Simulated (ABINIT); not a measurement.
# A GW chain in ABINIT: CsCdCl3 (Pm-3m), part 2 of 3

How does a plane-wave GW calculation on CsCdCl3 (Pm-3m) run from the first input to the gap?

ABINIT 10.8.3; LDA and many-body steps on it, plane waves. Known limits of the many-body steps: not at the basis limit; d shell near the gap, gap tends to lie low; no spin-orbit coupling; coarse k mesh.

So far. Step 2 (Ground state): The gap is indirect, with the least direct gap 0.58 eV higher.

The database entry behind the starting cell is an old determination (1928), so it need not match the best structure at ambient conditions.

### Step 3. Bands along the symmetry lines

Level of this step: DFT, LDA, plane waves, norm-conserving pseudopotentials (ABINIT).

Levels along a band path, at the cheap level, show where the edges lie and whether the meshes to come will hold them.

run.abi

```
acell 3*1.0 Angstrom
rprim 
  5.200000000000 0.000000000000 0.000000000000
  0.000000000000 5.200000000000 0.000000000000
  0.000000000000 0.000000000000 5.200000000000
ntypat 3
znucl 55 48 17
natom 5
typat 1 2 3 3 3
xred 
  0.000000000000 0.000000000000 0.000000000000
  0.500000000000 0.500000000000 0.500000000000
  0.000000000000 0.500000000000 0.500000000000
  0.500000000000 0.000000000000 0.500000000000
  0.500000000000 0.500000000000 0.000000000000
pp_dirpath "pseudos"
pseudos "Cs.upf, Cd.upf, Cl.upf"
ecut 47
iscf -2
irdden 1
kptopt 0
nkpt 50
kpt 
  0.00000000 0.00000000 0.00000000
  0.00000000 0.06250000 0.00000000
  0.00000000 0.12500000 0.00000000
  0.00000000 0.18750000 0.00000000
  0.00000000 0.25000000 0.00000000
  0.00000000 0.31250000 0.00000000
  0.00000000 0.37500000 0.00000000
  0.00000000 0.43750000 0.00000000
  0.00000000 0.50000000 0.00000000
  0.06250000 0.50000000 0.00000000
  0.12500000 0.50000000 0.00000000
  0.18750000 0.50000000 0.00000000
  0.25000000 0.50000000 0.00000000
  0.31250000 0.50000000 0.00000000
  0.37500000 0.50000000 0.00000000
  0.43750000 0.50000000 0.00000000
  0.50000000 0.50000000 0.00000000
  0.43750000 0.43750000 0.00000000
  0.37500000 0.37500000 0.00000000
  0.31250000 0.31250000 0.00000000
  0.25000000 0.25000000 0.00000000
  0.18750000 0.18750000 0.00000000
  0.12500000 0.12500000 0.00000000
  0.06250000 0.06250000 0.00000000
  0.00000000 0.00000000 0.00000000
  0.06250000 0.06250000 0.06250000
  0.12500000 0.12500000 0.12500000
  0.18750000 0.18750000 0.18750000
  0.25000000 0.25000000 0.25000000
  0.31250000 0.31250000 0.31250000
  0.37500000 0.37500000 0.37500000
  0.43750000 0.43750000 0.43750000
  0.50000000 0.50000000 0.50000000
  0.43750000 0.50000000 0.43750000
  0.37500000 0.50000000 0.37500000
  0.31250000 0.50000000 0.31250000
  0.25000000 0.50000000 0.25000000
  0.18750000 0.50000000 0.18750000
  0.12500000 0.50000000 0.12500000
  0.06250000 0.50000000 0.06250000
  0.00000000 0.50000000 0.00000000
  0.50000000 0.50000000 0.50000000
  0.50000000 0.50000000 0.43750000
  0.50000000 0.50000000 0.37500000
  0.50000000 0.50000000 0.31250000
  0.50000000 0.50000000 0.25000000
  0.50000000 0.50000000 0.18750000
  0.50000000 0.50000000 0.12500000
  0.50000000 0.50000000 0.06250000
  0.50000000 0.50000000 0.00000000
istwfk *1
nband 32
nbdbuf 2
tolwfr 1e-08
nstep 40
prtwf 0
prtvol 0
indata_prefix "in"
outdata_prefix "out"
tmpdata_prefix "tmp"
```

Run with:

```sh
> OMP_NUM_THREADS=1 mpirun -n 4 abinit run.abi > log
```

Numbers of over 12 decimals in the logs are rounded to 6 here.

Log:

```text
.Version 10.8.3 of ABINIT. v10.8.2 released Aug 2026.

 Symmetries : space group Pm -3 m (#221); Bravais cP (primitive cubic)
[... echo of the input left out ...]
== DATASET  1 ==================================================================
-   mpi_nproc: 4, omp_nthreads: 1 (-1 if OMP is not activated)

--- !DatasetInfo
iteration_state: {dtset: 1, }
dimensions: {natom: 5, nkpt: 50, mband: 32, nsppol: 1, nspinor: 1, nspden: 1, mpw: 14656, }
cutoff_energies: {ecut:  47.0, pawecutdg:  -1.0, }
electrons: {nelect:   5.00000000E+01, charge:   0.00000000E+00, occopt:   1.00000000E+00, tsmear:   1.00000000E-02, }

 Real(R)+Recip(G) space primitive vectors, cartesian coordinates (Bohr,Bohr^-1):
 R(1)=  9.8265759  0.0000000  0.0000000  G(1)=  0.1017648  0.0000000  0.0000000
 R(2)=  0.0000000  9.8265759  0.0000000  G(2)=  0.0000000  0.1017648  0.0000000
 R(3)=  0.0000000  0.0000000  9.8265759  G(3)=  0.0000000  0.0000000  0.1017648
 Unit cell volume ucvol=  9.4886982E+02 bohr^3
 Angles (23,13,12)=  9.00000000E+01  9.00000000E+01  9.00000000E+01 degrees

 getcut: wavevector=  0.0000  0.0000  0.0000  ngfft=  64  64  64
         ecut(hartree)=     47.000   => boxcut(ratio)=   2.11039

--- Pseudopotential description ------------------------------------------------
- Cs Generated using ONCVPSP code by D. R. Hamann
- 55.00000   9.00000  201201                  znucl, zion, pspdat
12 -1012 3 -1 2328                            pspcod,pspxc,lmax,lloc,mmax
     nproj     2     2     2     2
  pspatm : epsatm=   21.68725381
         --- l  ekb(1:nproj) -->
             0    6.247599    0.778427
             1    6.343167    0.797067
             2    3.778962    0.917083
[...]
pspatm: atomic psp has been read  and splines computed

- Cd Generated using ONCVPSP code by D. R. Hamann
- 48.00000  20.00000  180309                  znucl, zion, pspdat
12 -1012 2 -1 1336                            pspcod,pspxc,lmax,lloc,mmax
     nproj     2     2     2     0
  pspatm : epsatm=   23.37058476
         --- l  ekb(1:nproj) -->
[...]
pspatm: atomic psp has been read  and splines computed

- Cl Generated using ONCVPSP code by D. R. Hamann
- 17.00000   7.00000  180309                  znucl, zion, pspdat
12 -1012 2 -1 1016                            pspcod,pspxc,lmax,lloc,mmax
     nproj     2     2     2     0
  pspatm : epsatm=    8.88507506
         --- l  ekb(1:nproj) -->
[...]
pspatm: atomic psp has been read  and splines computed

--------------------------------------------------------------------------------

================================================================================
 prteigrs : about to open file out_EIG
 Non-SCF case, kpt    1 (  0.00000  0.00000  0.00000), residuals and eigenvalues=
  3.58E-09  3.23E-09  5.39E-09  8.33E-09  5.93E-09  4.51E-09  5.54E-09  8.00E-09
[...]
Non-SCF case, kpt   49 (  0.50000  0.50000  0.06250), residuals and eigenvalues=
[...]
3.8041E-01  3.8459E-01
 Non-SCF case, kpt   50 (  0.50000  0.50000  0.00000), residuals and eigenvalues=
[...]
-7.8927E-03  2.0998E-02  2.0998E-02  2.2712E-02  2.2712E-02  5.1255E-02
  6.1435E-02  2.8349E-01  3.1982E-01  3.1982E-01  3.4350E-01  3.5923E-01
  3.8257E-01  3.8534E-01

--- !ResultsGS
iteration_state: {dtset: 1, }
comment   : Summary of ground state results
lattice_vectors:
- [  9.8265759,   0.0000000,   0.0000000, ]
- [  0.0000000,   9.8265759,   0.0000000, ]
- [  0.0000000,   0.0000000,   9.8265759, ]
lattice_lengths: [   9.82658,    9.82658,    9.82658, ]
lattice_angles: [ 90.000,  90.000,  90.000, ] # degrees, (23, 13, 12)
lattice_volume:   9.4886982E+02
convergence: {deltae:  0.000E+00, res2:  0.000E+00, residm:  9.989E-09, diffor:  0.000E+00, }
etotal    :  -2.48198718E+02
entropy   :   0.00000000E+00
fermie    :   6.17707458E-02
cartesian_stress_tensor: null
pressure_GPa: null
xred      :
- [  0.0000E+00,   0.0000E+00,   0.0000E+00, Cs]
- [  5.0000E-01,   5.0000E-01,   5.0000E-01, Cd]
- [  0.0000E+00,   5.0000E-01,   5.0000E-01, Cl]
- [  5.0000E-01,   0.0000E+00,   5.0000E-01, Cl]
- [  5.0000E-01,   5.0000E-01,   0.0000E+00, Cl]
cartesian_forces: null
force_length_stats: {min: null, max: null, mean: null, }

 Integrated electronic density in atomic spheres:
 ------------------------------------------------
 Atom  Sphere_radius  Integrated_density
[...]
================================================================================

 ----iterations are completed or convergence reached----

 Mean square residual over all n,k,spin=   66.039E-10; max=  99.886E-10
 reduced coordinates (array xred) for    5 atoms
[...]
0.500000000000      0.000000000000      0.500000000000
       0.500000000000      0.500000000000      0.000000000000

 cartesian coordinates (angstrom) at end:
    1      0.000000     0.000000     0.000000
    2      2.600000     2.600000     2.600000
    3      0.000000     2.600000     2.600000
    4      2.600000     0.000000     2.600000
    5      2.600000     2.600000     0.000000
 length scales=  1.889726125908  1.889726125908  1.889726125908 bohr
              =  1.000000000000  1.000000000000  1.000000000000 angstroms
 prteigrs : about to open file out_EIG
 Eigenvalues (hartree) for nkpt=  50  k points:
 kpt#   1, nband= 32, wtk=  1.00000, kpt=  0.0000  0.0000  0.0000 (reduced coord)
[...]
kpt#   2, nband= 32, wtk=  1.00000, kpt=  0.0000  0.0625  0.0000 (reduced coord)
[...]
kpt#   3, nband= 32, wtk=  1.00000, kpt=  0.0000  0.1250  0.0000 (reduced coord)
[...]
kpt#  49, nband= 32, wtk=  1.00000, kpt=  0.5000  0.5000  0.0625 (reduced coord)
[...]
kpt#  50, nband= 32, wtk=  1.00000, kpt=  0.5000  0.5000  0.0000 (reduced coord)
[...]
-0.07607   -0.03226   -0.00789    0.02100    0.02100    0.02271    0.02271    0.05125
   0.06144    0.28349    0.31982    0.31982    0.34350    0.35923    0.38257    0.38534

== END DATASET(S) ==============================================================
================================================================================

 -outvars: echo values of variables after computation  --------
            nband          32
             nkpt          50
          spgroup         221
 [... the other variables as echoed above ...]

 Calculation completed.
```

Run time: 3.8 min. Hardware: 4 MPI ranks of Arm Neoverse V1, shared host; peak memory 0.72 GiB; 15 min of CPU time.

This step gave:

```
gap                        : 1.511 eV
k of the valence top       : 0.5, 0.5, 0.5
k of the conduction bottom : 0, 0, 0
least direct gap           : 2.094 eV
```

The gap is 1.511 eV, as in the run before at this level.

Electronic bands along the path, in eV, zero at the top of the highest filled band:

| point | band 22 | band 23 | band 24 | band 25 | band 26 | band 27 | band 28 | band 29 |
| --- | --- | --- | --- | --- | --- | --- | --- | --- |
| Γ | -0.91 | -0.58 | -0.58 | -0.58 | 1.51 | 5.56 | 5.90 | 5.90 |
| X | -0.90 | -0.90 | -0.85 | -0.85 | 4.25 | 6.93 | 7.24 | 7.75 |
| M | -1.06 | -1.06 | -0.29 | -0.01 | 6.03 | 7.02 | 7.02 | 7.67 |
| Γ | -0.91 | -0.58 | -0.58 | -0.58 | 1.51 | 5.56 | 5.90 | 5.90 |
| R | -0.27 | -0.27 | 0.00 | 0.00 | 5.65 | 5.65 | 5.65 | 7.25 |
| X | -0.90 | -0.90 | -0.85 | -0.85 | 4.25 | 6.93 | 7.24 | 7.75 |
| jump to R | -0.27 | -0.27 | 0.00 | 0.00 | 5.65 | 5.65 | 5.65 | 7.25 |
| M | -1.06 | -1.06 | -0.29 | -0.01 | 6.03 | 7.02 | 7.02 | 7.67 |

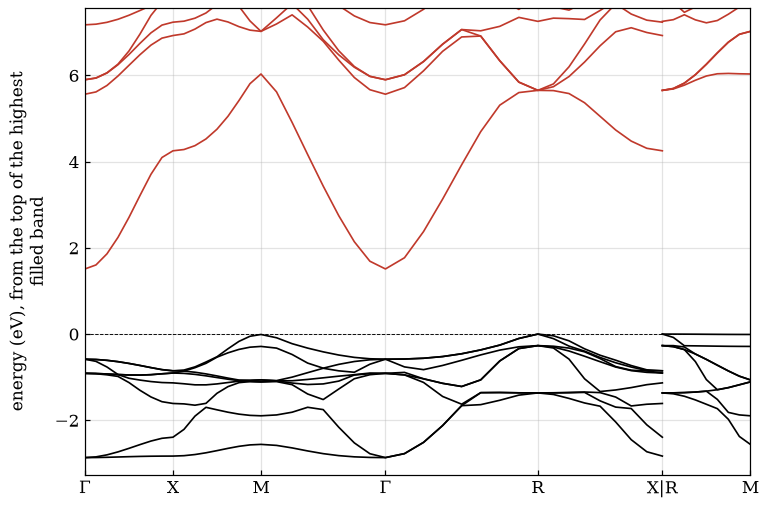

Electronic bands along the path; lines of filled and empty bands in two colours.

### Step 4. Empty states on the mesh, 2×2×2 mesh, 214 bands

The sums over transitions need many empty states on a uniform mesh; this step solves for them.

run.abi

```
acell 3*1.0 Angstrom
rprim 
  5.200000000000 0.000000000000 0.000000000000
  0.000000000000 5.200000000000 0.000000000000
  0.000000000000 0.000000000000 5.200000000000
ntypat 3
znucl 55 48 17
natom 5
typat 1 2 3 3 3
xred 
  0.000000000000 0.000000000000 0.000000000000
  0.500000000000 0.500000000000 0.500000000000
  0.000000000000 0.500000000000 0.500000000000
  0.500000000000 0.000000000000 0.500000000000
  0.500000000000 0.500000000000 0.000000000000
pp_dirpath "pseudos"
pseudos "Cs.upf, Cd.upf, Cl.upf"
ecut 47
ngkpt 2 2 2
nshiftk 1
shiftk 0 0 0
kptopt 1
chksymbreak 0
iscf -2
irdden 1
istwfk *1
nband 214
nbdbuf 18
tolwfr 1e-09
nstep 60
prtvol 0
indata_prefix "in"
outdata_prefix "out"
tmpdata_prefix "tmp"
```

Log:

```text
.Version 10.8.3 of ABINIT. v10.8.2 released Aug 2026.

 Symmetries : space group Pm -3 m (#221); Bravais cP (primitive cubic)
[... echo of the input left out ...]
== DATASET  1 ==================================================================
-   mpi_nproc: 4, omp_nthreads: 1 (-1 if OMP is not activated)

--- !DatasetInfo
iteration_state: {dtset: 1, }
dimensions: {natom: 5, nkpt: 4, mband: 214, nsppol: 1, nspinor: 1, nspden: 1, mpw: 14604, }
cutoff_energies: {ecut:  47.0, pawecutdg:  -1.0, }
electrons: {nelect:   5.00000000E+01, charge:   0.00000000E+00, occopt:   1.00000000E+00, tsmear:   1.00000000E-02, }

 Real(R)+Recip(G) space primitive vectors, cartesian coordinates (Bohr,Bohr^-1):
 R(1)=  9.8265759  0.0000000  0.0000000  G(1)=  0.1017648  0.0000000  0.0000000
 R(2)=  0.0000000  9.8265759  0.0000000  G(2)=  0.0000000  0.1017648  0.0000000
 R(3)=  0.0000000  0.0000000  9.8265759  G(3)=  0.0000000  0.0000000  0.1017648
 Unit cell volume ucvol=  9.4886982E+02 bohr^3
 Angles (23,13,12)=  9.00000000E+01  9.00000000E+01  9.00000000E+01 degrees

 getcut: wavevector=  0.0000  0.0000  0.0000  ngfft=  64  64  64
         ecut(hartree)=     47.000   => boxcut(ratio)=   2.11039

--- Pseudopotential description ------------------------------------------------
- Cs Generated using ONCVPSP code by D. R. Hamann
- 55.00000   9.00000  201201                  znucl, zion, pspdat
12 -1012 3 -1 2328                            pspcod,pspxc,lmax,lloc,mmax
     nproj     2     2     2     2
  pspatm : epsatm=   21.68725381
         --- l  ekb(1:nproj) -->
             0    6.247599    0.778427
             1    6.343167    0.797067
             2    3.778962    0.917083
[...]
pspatm: atomic psp has been read  and splines computed

- Cd Generated using ONCVPSP code by D. R. Hamann
- 48.00000  20.00000  180309                  znucl, zion, pspdat
12 -1012 2 -1 1336                            pspcod,pspxc,lmax,lloc,mmax
     nproj     2     2     2     0
  pspatm : epsatm=   23.37058476
         --- l  ekb(1:nproj) -->
[...]
pspatm: atomic psp has been read  and splines computed

- Cl Generated using ONCVPSP code by D. R. Hamann
- 17.00000   7.00000  180309                  znucl, zion, pspdat
12 -1012 2 -1 1016                            pspcod,pspxc,lmax,lloc,mmax
     nproj     2     2     2     0
  pspatm : epsatm=    8.88507506
         --- l  ekb(1:nproj) -->
[...]
pspatm: atomic psp has been read  and splines computed

--------------------------------------------------------------------------------

================================================================================
 prteigrs : about to open file out_EIG
 Non-SCF case, kpt    1 (  0.00000  0.00000  0.00000), residuals and eigenvalues=
  6.00E-10  1.30E-10  3.41E-10  8.12E-10  7.13E-10  5.48E-10  5.50E-10  9.53E-10
  4.16E-10  6.52E-10  8.60E-10  1.69E-10  7.79E-10  2.62E-10  7.91E-10  5.65E-10
  2.02E-10  3.86E-10  9.36E-10  5.17E-10  5.20E-10  9.53E-10  2.40E-10  5.89E-10
[...]
6.93E-05  8.77E-05  4.85E-05  1.61E-03  6.17E-04  2.17E-04
 -3.6276E+00 -2.2005E+00 -2.2005E+00 -2.2005E+00 -6.3658E-01 -4.3689E-01
 -4.1646E-01 -4.1646E-01 -1.7869E-01 -1.7869E-01 -1.7869E-01 -1.6812E-01
[...]
2.3253E+00  2.3253E+00  2.3724E+00  2.3724E+00  2.3726E+00  2.3775E+00
  2.4017E+00  2.4027E+00  2.4132E+00  2.4236E+00
 prteigrs : prtvol=0 or 1, do not print more k-points.

--- !ResultsGS
iteration_state: {dtset: 1, }
comment   : Summary of ground state results
lattice_vectors:
- [  9.8265759,   0.0000000,   0.0000000, ]
- [  0.0000000,   9.8265759,   0.0000000, ]
- [  0.0000000,   0.0000000,   9.8265759, ]
lattice_lengths: [   9.82658,    9.82658,    9.82658, ]
lattice_angles: [ 90.000,  90.000,  90.000, ] # degrees, (23, 13, 12)
lattice_volume:   9.4886982E+02
convergence: {deltae:  0.000E+00, res2:  0.000E+00, residm:  9.996E-10, diffor:  0.000E+00, }
etotal    :  -2.48198718E+02
entropy   :   0.00000000E+00
fermie    :   6.17707458E-02
cartesian_stress_tensor: null
pressure_GPa: null
xred      :
- [  0.0000E+00,   0.0000E+00,   0.0000E+00, Cs]
- [  5.0000E-01,   5.0000E-01,   5.0000E-01, Cd]
- [  0.0000E+00,   5.0000E-01,   5.0000E-01, Cl]
- [  5.0000E-01,   0.0000E+00,   5.0000E-01, Cl]
- [  5.0000E-01,   5.0000E-01,   0.0000E+00, Cl]
cartesian_forces: null
force_length_stats: {min: null, max: null, mean: null, }

 Integrated electronic density in atomic spheres:
 ------------------------------------------------
 Atom  Sphere_radius  Integrated_density
[...]
================================================================================

 ----iterations are completed or convergence reached----

 Mean square residual over all n,k,spin=   47.868E-11; max=  99.959E-11
 reduced coordinates (array xred) for    5 atoms
[...]
0.500000000000      0.000000000000      0.500000000000
       0.500000000000      0.500000000000      0.000000000000

 cartesian coordinates (angstrom) at end:
    1      0.000000     0.000000     0.000000
    2      2.600000     2.600000     2.600000
    3      0.000000     2.600000     2.600000
    4      2.600000     0.000000     2.600000
    5      2.600000     2.600000     0.000000
 length scales=  1.889726125908  1.889726125908  1.889726125908 bohr
              =  1.000000000000  1.000000000000  1.000000000000 angstroms
 prteigrs : about to open file out_EIG
 Eigenvalues (hartree) for nkpt=   4  k points:
 kpt#   1, nband=214, wtk=  0.12500, kpt=  0.0000  0.0000  0.0000 (reduced coord)
[...]
2.21200    2.21200    2.24023    2.24023    2.25560    2.25560    2.25560    2.26543
   2.30059    2.30059    2.30059    2.32531    2.32531    2.32531    2.37240    2.37243
   2.37263    2.37754    2.40168    2.40274    2.41318    2.42358
 prteigrs : prtvol=0 or 1, do not print more k-points.

== END DATASET(S) ==============================================================
================================================================================

 -outvars: echo values of variables after computation  --------
            nband         214
             nkpt           4
          spgroup         221
 [... the other variables as echoed above ...]

 Calculation completed.
```

It took 3.8 min on 4 MPI ranks; peak memory 0.58 GiB; 15 min of CPU time.

Numbers from this step:

| Property | Result |
| --- | --- |
| gap | 1.511 eV |
| k of the valence top | 0.5, 0.5, 0.5 |
| k of the conduction bottom | 0, 0, 0 |
| least direct gap | 2.094 eV |
| k points computed | 4 |
| lowest point of the top converged band, above the valence top | 59.2789 eV |

On this mesh the gap is 1.511 eV.

### Step 5. Screening, 2×2×2 mesh, 196 bands, screening to 130.6 eV

The RPA dielectric matrix is built and inverted for each q.

This step: RPA screening on LDA, plane waves, norm-conserving pseudopotentials.

run.abi, as its differences from that of step 4:

```diff
@@ -23,10 +23,11 @@
 chksymbreak 0
-iscf -2
-irdden 1
 istwfk *1
-nband 214
-nbdbuf 18
-tolwfr 1e-09
-nstep 60
-prtvol 0
+occopt 1
+irdwfk 1
+optdriver 3
+nband 196
+ecuteps 4.8
+inclvkb 2
+awtr 1
+symchi 1
 indata_prefix "in"
```

Log:

```text
.Version 10.8.3 of ABINIT. v10.8.2 released Aug 2026.

 Symmetries : space group Pm -3 m (#221); Bravais cP (primitive cubic)
[... echo of the input left out ...]
== DATASET  1 ==================================================================
-   mpi_nproc: 4, omp_nthreads: 1 (-1 if OMP is not activated)

--- !DatasetInfo
iteration_state: {dtset: 1, }
dimensions: {natom: 5, nkpt: 4, mband: 196, nsppol: 1, nspinor: 1, nspden: 1, mpw: 14604, }
cutoff_energies: {ecut:  47.0, pawecutdg:  -1.0, }
electrons: {nelect:   5.00000000E+01, charge:   0.00000000E+00, occopt:   1.00000000E+00, tsmear:   1.00000000E-02, }

 SCREENING: Calculation of the susceptibility and dielectric matrices

 Based on a program developped by R.W. Godby, V. Olevano, G. Onida, and L. Reining.
 Incorporated in ABINIT by V. Olevano, G.-M. Rignanese, and M. Torrent.
.Using double precision arithmetic ; gwpc =  8

[... cell and pseudopotentials left out ...]
--------------------------------------------------------------------------------

 ==== K-mesh for the wavefunctions ====
 Number of points in the irreducible wedge :     4
[... list of points left out ...]
 Together with 48 symmetry operations and time-reversal symmetry
 yields     8 points in the full Brillouin Zone.

 ==== Q-mesh for the screening function ====
 Number of points in the irreducible wedge :     4
[... list of points left out ...]
 Together with 48 symmetry operations and time-reversal symmetry
 yields     8 points in the full Brillouin Zone.

 setmesh: FFT mesh size selected  =    40x   40x   40
          total number of points  =        64000

 vcoul_init : cutoff-mode = AUXILIARY_FUNCTION
 q-points for optical limit:   1
     1)      0.000010    0.000020    0.000030

- screening: taking advantage of time-reversal symmetry
- Maximum band index for partially occupied states nbvw = 25
- Remaining bands to be divided among processors   nbcw = 171
- Number of bands treated by each node ~42

 Number of electrons calculated from density =   50.0000; Expected =   50.0000
 average of density, n =  0.052694
 r_s =    1.6547
 omega_plasma =   22.1430 [eV]

 calculating chi0 at frequencies [eV] :
  1    0.000000E+00    0.000000E+00
  2    0.000000E+00    2.214304E+01

--------------------------------------------------------------------------------
  q-point number  1        q = ( 0.000000, 0.000000, 0.000000) [r.l.u.]
--------------------------------------------------------------------------------
[... chi0 elements left out ...]
 For q-point:  0.000010 0.000020 0.000030
  dielectric constant =   4.5412
  dielectric constant without local fields =   5.0021

  Average fulfillment of the sum rule on Im[epsilon] for q-point    1 :     64.48  [%]
[... wings left out ...]
  q-point number  2        q = ( 0.500000, 0.000000, 0.000000) [r.l.u.]
--------------------------------------------------------------------------------
[... chi0 elements left out ...]
  Average fulfillment of the sum rule on Im[epsilon] for q-point    2 :     70.03  [%]

 [... 2 further q-points ...]
```

Elapsed: 82 s, on 4 MPI ranks; peak memory 2.3 GiB; 5.5 min of CPU time.

Numbers from this step:

* ε∞ with local fields, on this mesh, along the program's q direction: 4.541
* the same without local fields: 5.002
* plasma frequency: 22.14 eV
* plane waves in the screening matrix: 461

Local fields lower ε∞ by 9 %. On a Γ-centred mesh this coarse the value itself is usually too large, while a short band sum pulls it down.

(Continued in part 3 of 3.)

[Paths, hosts, dates, memory and timing lines, banners, echoed tables and standing remarks are left out of the program output.]

[Logs are printed without paths, hosts, clocks, repeated set-up lines and the standing remarks that a program may print on its own settings, such as how far it seeks lower states.]

[Runs of the session that timed out or met a known fault of the program may be left out.]

[Hosts, paths, dates, database ids (printed as entryN), source tags and the programs' standing remarks are cut or masked in the printed files.]

[G0W0 gaps are taken among the corrected bands and points alone; a level outside them can change the order at an edge.]

[Where Ansatz stands beside ABINIT at settings called matched, ABINIT's density can come from a denser mesh and the files from another edition; pairs whose starting gaps differed by over 0.03 eV were left out, so agreement reads better than it is.]
